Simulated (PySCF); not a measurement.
C2H2OS2, SMILES `C=O.S=C=S`.

PySCF calculation, ωB97X/def2-SVP, gas phase; geometry: GFN2-xTB. The pair's geometry is semi-empirical, so its contact may be too short or too long. GFN2-xTB bond lengths at metals and heavier atoms can be off by up to 0.1 Å and shapes distorted, which carries into these values. Without diffuse functions Rydberg states are missing, so the states' numbers hold for this basis only.

Geometry (Å), atoms numbered from 1:

```
C1      -2.6738   -0.2542    0.1311
O2      -1.7896   -0.9741   -0.2186
H3      -3.6806   -0.6255    0.3833
H4      -2.5488    0.8374    0.2288
S5       0.3772    1.6740   -0.0237
C6       0.9507    0.2326    0.0056
S7       1.5531   -1.1921    0.0434
```

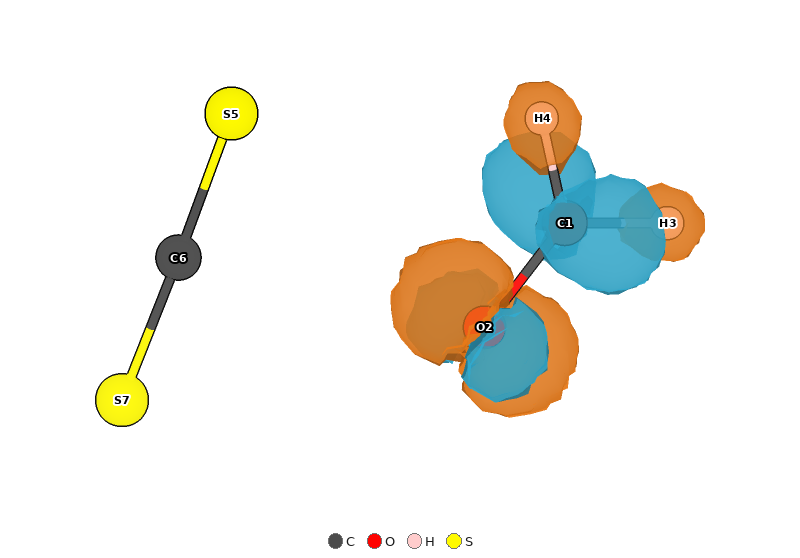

Unrelaxed difference density of S₂ less the ground state (TDA singlet states), ±0.1 e/Å³; light blue: gain, orange: loss.

How does the charge move on excitation?

0.73 e is displaced in all, of which about 0.4 e passes between atoms: O2 (0.28 e) loses electrons and C1 (0.35 e) gains them. The state: 4.17 eV (297 nm), f = 0.000 (dark); the leading pair carries 100 %; hole on O2 (64 %), C1 (15 %) and H3 and H4 (9 % each), electron on C1 (51 %), O2 (37 %) and H3 and H4 (6 % each); their centroids lie 0.4 Å apart.
